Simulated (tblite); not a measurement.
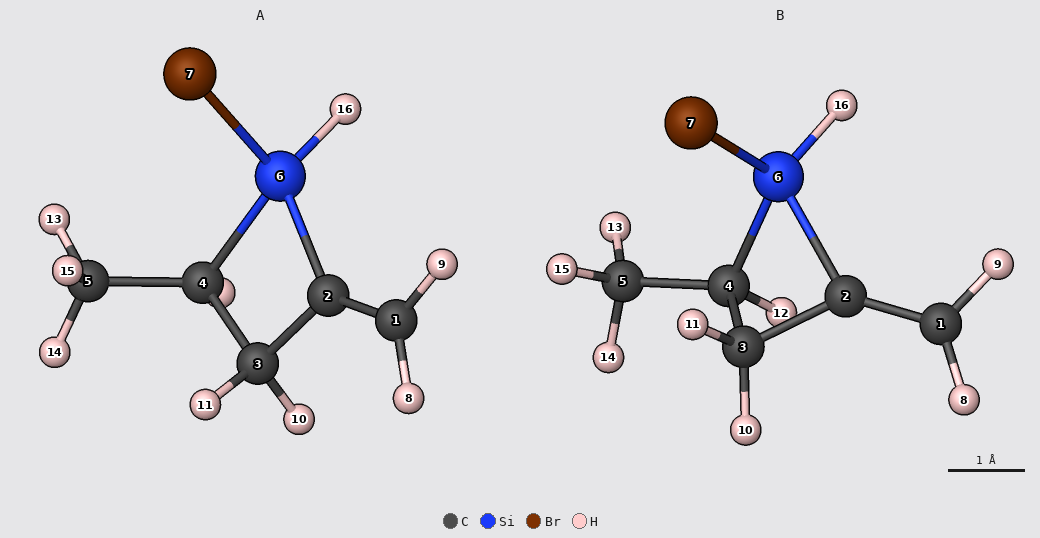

Two geometries of C₅H₉BrSi, drawn at one scale. One is the start of a relaxation, the other its converged end. The picture is a ball-and-stick view, seen at a tilt.

The calculation used tblite, GFN2-xTB geometry optimisation, gas phase. 

### Which one is relaxed?

Structure A is the relaxed one. The atom that moves furthest after the best rigid fit is H10 (1.49 Å). Largest moves by element: H 1.49 Å, Br 1.08 Å, C 0.86 Å, Si 0.48 Å. Among the contacts that change: C4–Si6 1.836 → 1.920 Å, C5–H14 1.126 → 1.090 Å, C2–Si6 1.855 → 1.885 Å, C5–H13 1.118 → 1.089 Å. Among the angles between lasting bonds that change: C2–C3–C4 85.4° → 99.8°, Br7–Si6–H16 118.5° → 105.2°, C2–Si6–H16 112.8° → 122.8°. Groups turn about C3–C4 by about 45°, C2–C3 by about 45°, C4–Si6 by about 40°. The energy falls by 124.2 kJ/mol in 105 geometry steps.
